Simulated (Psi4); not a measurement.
**revPBE/def2-TZVPP run of H2O2 (hydrogen peroxide)**

What is the energy change on altering one bond length of H2O2 (hydrogen peroxide) at revPBE/def2-TZVPP? 

Program for the calculation: Psi4 1.11.

**1. The molecule**

The species is H2O2 (4 atoms), meant as a singlet with charge 0. As SMILES, `OO`. The coordinates come from a PBE0-D4/def2-TZVP relaxation.

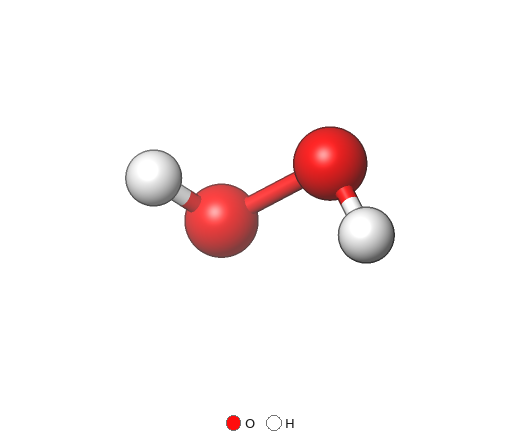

The structure, seen from a chosen angle (oxygen red, hydrogen white).

**2. Energy and gradient at revPBE/def2-TZVPP**

run_ase.py reads:

```python
import numpy as np
from ase.calculators.psi4 import Psi4
from ase import Atoms

atoms = Atoms(['O', 'O', 'H', 'H'], positions=[
    [-0.486800, -0.581100, 0.030600],
    [0.048300, 0.728400, 0.206900],
    [0.186400, -1.117000, 0.467400],
    [0.252100, 0.969800, -0.704900],
])
calc = Psi4(atoms=atoms, method='revpbe', basis='def2-TZVPP', memory='1600MB', num_threads=1, charge=0, multiplicity=1, label='h2o2', reference='rks')
calc.psi4.set_options({'puream': True, 'e_convergence': 1e-09, 'd_convergence': 1e-08, 'scf_type': 'pk', 'dft_radial_points': 99, 'dft_spherical_points': 590})
atoms.calc = calc

forces = atoms.get_forces()
print(f'energy: {atoms.get_potential_energy():.6f} eV')
print('forces / eV A^-1')
print(np.round(forces, 5))
```

On the command line:

```
$ python run_ase.py
```

h2o2.dat:

```text
[...]
  Running in c1 symmetry.
[...]
  Nuclear repulsion =   37.283118773714371
[...]
  Multiplicity = 1
[...]
  Nalpha       = 9
  Nbeta        = 9
[...]
    Number of basis functions: 90
[...]
   @RKS iter   1:  -151.44360303000937   -2.35837e-01   6.80641e-03 ADIIS/DIIS
[...]
   @RKS iter  10:  -151.57744200971251   -1.85594e-11   7.97880e-09 DIIS
[...]
    Orbital Energies [Eh]
    ---------------------
    Doubly Occupied:
       1A    -18.814685     2A    -18.814661     3A     -1.041290
       4A     -0.818768     5A     -0.494034     6A     -0.437565
       7A     -0.373624     8A     -0.266277     9A     -0.225591
[...]
  @RKS Final Energy:  -151.57744200971251
   => Energetics <=
    Nuclear Repulsion Energy =             37.2831187737143708
    One-Electron Energy =                -282.3147565833695580
    Two-Electron Energy =                 111.2794449218751822
    DFT Exchange-Correlation Energy =     -17.8252491219325080
    Empirical Dispersion Energy =           0.0000000000000000
    VV10 Nonlocal Energy =                  0.0000000000000000
    Total Energy =                       -151.5774420097125130
[...]
 Multipole Moments:
 ------------------------------------------------------------------------------------
     Multipole            Electronic (a.u.)      Nuclear  (a.u.)        Total (a.u.)
 ------------------------------------------------------------------------------------
 L = 1.  Multiply by 2.5417464519 to convert [e a0] to [Debye]
 Dipole X            :         -0.1982034            0.7731780            0.5749745
 Dipole Y            :          0.0665755           -0.2596362           -0.1930606
 Dipole Z            :          0.1073638           -0.4187680           -0.3114042
 Magnitude           :                                                    0.6817922
[...]
  -Total Gradient:
     Atom            X                  Y                   Z
    ------   -----------------  -----------------  -----------------
       1        0.016166094878     0.017348241580     0.007022973356
       2       -0.006868882689    -0.020462357102    -0.012050877344
       3       -0.006896658934     0.005690177630    -0.004195850564
       4       -0.002400629813    -0.002576035805     0.009223794539
[...]
```

Standard output:

```text
energy: -4124.632287 eV
forces / eV A^-1
[[-0.83129 -0.89208 -0.36114]
 [ 0.35321  1.05222  0.61968]
 [ 0.35464 -0.2926   0.21576]
 [ 0.12345  0.13247 -0.47431]]
```

It took 13 s on 1 thread of AMD EPYC 7B13 (Zen 3), shared host; peak memory 0.89 GiB.

**3. The distorted shape: the energy at revPBE/def2-TZVPP**

h2o2.inp reads:

```
memory 1600 mb

molecule mol {
  0 1
  O     -1.025388    -0.152357    -0.318858
  O     -0.490288     1.157143    -0.142558
  H      0.186400    -1.117000     0.467400
  H     -0.286488     1.398543    -1.054358
  symmetry c1
  no_reorient
  no_com
}

set {
  basis                def2-TZVPP
  reference            rks
  puream               true
  e_convergence        1e-09
  d_convergence        1e-08
  scf_type             pk
  dft_radial_points    99
  dft_spherical_points 590
}

energy('revpbe')
```

On the command line:

```
$ psi4 h2o2.inp h2o2.out -n 1
```

h2o2.out:

```text
[...]
  Running in c1 symmetry.
[...]
  Nuclear repulsion =   34.752696478927760
[...]
  Multiplicity = 1
[...]
  Nalpha       = 9
  Nbeta        = 9
[...]
    Number of basis functions: 90
[...]
   @RKS iter   1:  -151.22298060174981   -2.21614e-01   7.79039e-03 DIIS/ADIIS
[...]
   @RKS iter  12:  -151.46482099184669   -2.47269e-12   2.38425e-09 DIIS
[...]
    Orbital Energies [Eh]
    ---------------------
    Doubly Occupied:
       1A    -18.847750     2A    -18.839084     3A     -1.033565
       4A     -0.779833     5A     -0.474236     6A     -0.405476
       7A     -0.374960     8A     -0.260669     9A     -0.228031
[...]
  @RKS Final Energy:  -151.46482099184669
   => Energetics <=
    Nuclear Repulsion Energy =             34.7526964789277599
    One-Electron Energy =                -277.2465295143824164
    Two-Electron Energy =                 108.6565794588196070
    DFT Exchange-Correlation Energy =     -17.6275674152116295
    Empirical Dispersion Energy =           0.0000000000000000
    VV10 Nonlocal Energy =                  0.0000000000000000
    Total Energy =                       -151.4648209918466932
[...]
 Multipole Moments:
 ------------------------------------------------------------------------------------
     Multipole            Electronic (a.u.)      Nuclear  (a.u.)        Total (a.u.)
 ------------------------------------------------------------------------------------
 L = 1.  Multiply by 2.5417464519 to convert [e a0] to [Debye]
 Dipole X            :         23.6291341          -23.1028392            0.5262950
 Dipole Y            :        -15.6126188           15.7222020            0.1095832
 Dipole Z            :          7.7103860           -8.0847888           -0.3744028
 Magnitude           :                                                    0.6551125
[...]
```

Wall time 10 s (1 thread of AMD EPYC 7B13 (Zen 3), shared host); peak memory 0.85 GiB.

**4. Summary of results**

At revPBE/def2-TZVPP:

```
                                                         quantity          value
                                        first shape: total energy  -151.57744 Eh
                                       first shape: dipole moment         1.73 D
                                         first shape: HOMO energy       -6.14 eV
                                         first shape: LUMO energy       -0.61 eV
                                       first shape: HOMO–LUMO gap        5.53 eV
                            first shape: largest force on an atom     1.272 eV/Å
                                    distorted shape: total energy  -151.46482 Eh
                                   distorted shape: dipole moment         1.67 D
                                     distorted shape: HOMO energy       -6.21 eV
                                     distorted shape: LUMO energy       -4.38 eV
                                   distorted shape: HOMO–LUMO gap        1.83 eV
energy change with the O1–H3 bond stretched from 0.965 to 1.737 Å       3.065 eV
```

In words: One bond (distorted shape) is far stretched, which a spin-restricted single reference describes badly; a broken-symmetry solution may lie lower. With the O1–H3 bond stretched from 0.965 to 1.737 Å the energy rises by 3.06 eV (296 kJ/mol). The first shape isn't relaxed at this level, so the change isn't measured from a minimum. A restricted reference can't describe the breaking bond well at this length. The largest force (first shape) is 1.27 eV/Å: the shape isn't a stationary point for this species at this level.
